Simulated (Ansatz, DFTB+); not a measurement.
H3PO (SMILES O=[PH3]): methods side by side

H3PO has 5 atoms, charge 0, and is taken as a singlet. SMILES: `O=[PH3]`. The shape is that of a GFN2-xTB optimisation.

Quantity: the vertical ionisation energy (to the doublet cation), in eV. The values are calculated.

```csv
level,kind,program,value (eV),less FCI/STO-3G,CPU time (all runs)
DFTB3-D3(BJ),semi-empirical,DFTB+,11.82,+6.90,under 2 s
HF/STO-3G,Hartree–Fock,Ansatz,4.10,-0.82,0.34 s
PBE/STO-3G,GGA,Ansatz,6.66,+1.74,20 s
r2SCAN0/STO-3G,hybrid meta-GGA,Ansatz,6.22,+1.30,40 s
wB97X/STO-3G,range-separated hybrid,Ansatz,6.24,+1.32,61 s
B2PLYP/STO-3G,double hybrid,Ansatz,5.87,+0.95,14 s
RPA@PBE/STO-3G,RPA,Ansatz,4.90,-0.02,30 s
MP2/STO-3G,perturbation theory,Ansatz,4.87,-0.05,0.45 s
CCSDT(Q)/STO-3G,coupled cluster or CI,Ansatz,4.93,+0.01,1.6 s
FCI/STO-3G,exact in the basis,Ansatz,4.92,0.00,2.8 s
```

FCI/STO-3G is exact within its basis and frozen core, so for wave-function methods in that basis the difference is their error; functionals converge differently with the basis, so for them it is only a difference. The values span 4.10 to 11.82 eV. All rows use very small basis sets, so none should be taken for the real molecule's value. Times are those of the runs behind each value, whatever else they computed, on shared processors of several kinds: orders of magnitude only.

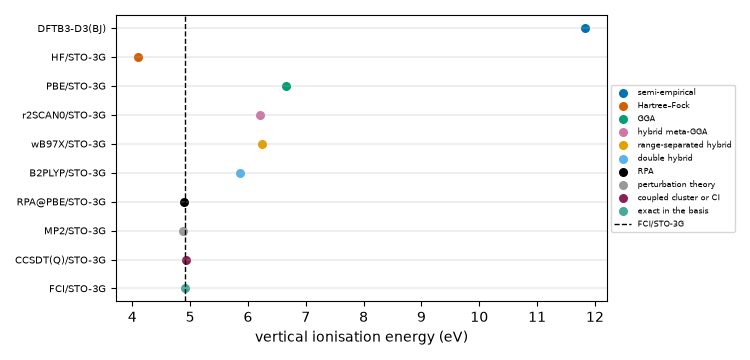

The values of the table, level by level.
